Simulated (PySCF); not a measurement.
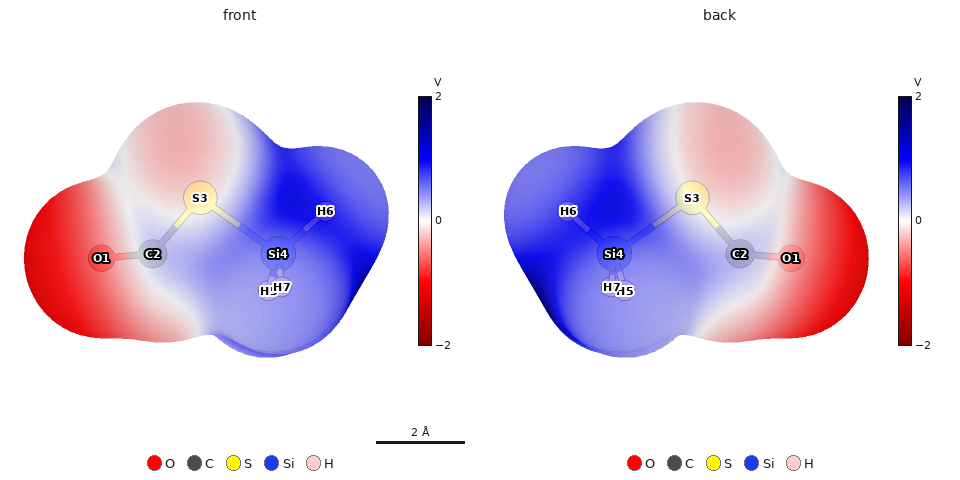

CH₃OSSi (doublet). The electrostatic potential painted on the density surface at 0.001 e/bohr³, seen from the front and from behind; the colour scale runs from red (negative) to blue (positive).

Geometry: GFN2-xTB.

Method: PySCF 2.14.0, density-fitted response routines, UKS B3LYP, pcH-1 on C H O S Si, non-relativistic, mean-field spin-orbit, GIAO.

```xyz
7

O     2.7818   -0.5609   -0.7245
C     1.6651   -0.3643   -0.3895
S     0.3610   -1.3282    0.0906
Si   -1.0234    0.3542    0.4076
H    -1.1314    1.0274   -0.8782
H    -2.2414   -0.3120    0.8370
H    -0.4085    1.1887    1.4291
```

Q: Which sites attract a positive test charge, and which a negative one?

A: A positive charge is drawn to the negative regions and a negative charge to the positive ones. The most negative region (about −1.2 V) lies over O1, the most positive (about +1.7 V) over Si4. O1 is the likeliest acceptor of a hydrogen bond.
